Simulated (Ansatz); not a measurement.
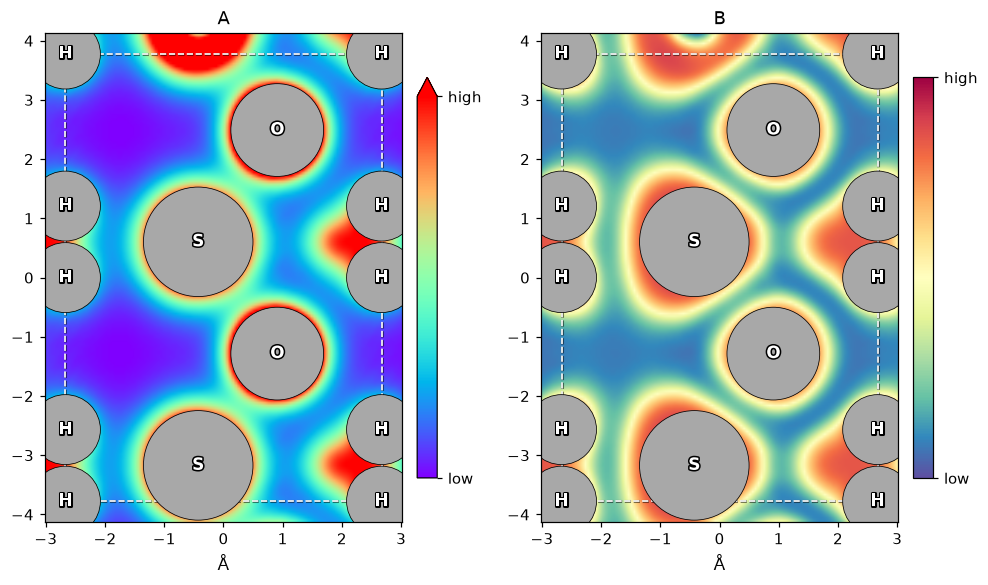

H$_{4}$SO: 2 fields on the (110) plane of the conventional cell, with unlabelled colour scales. Grey discs cover the atomic cores.

Space group F-43m; a structure generated by program, which may or may not match a known phase; the program warned that a starting moment wasn't kept; spin-polarised, but the moments vanished.

The calculation used DFT PBE+D3(BJ), scalar-relativistic, plane waves, PAW in Ansatz.

**Which field does each panel show? The fields are: electron localisation function and valence pseudo-density.**

Panel A: valence pseudo-density. Panel B: electron localisation function. From the grid: H–H (1.21 Å): ρ is about 0.63 e/Å³ halfway; the ELF is about 0.80 at the midpoint. S–O (2.31 Å): ρ is about 0.38 e/Å³ halfway; the ELF is about 0.25 at the midpoint; no shared electron pair shows on this line.
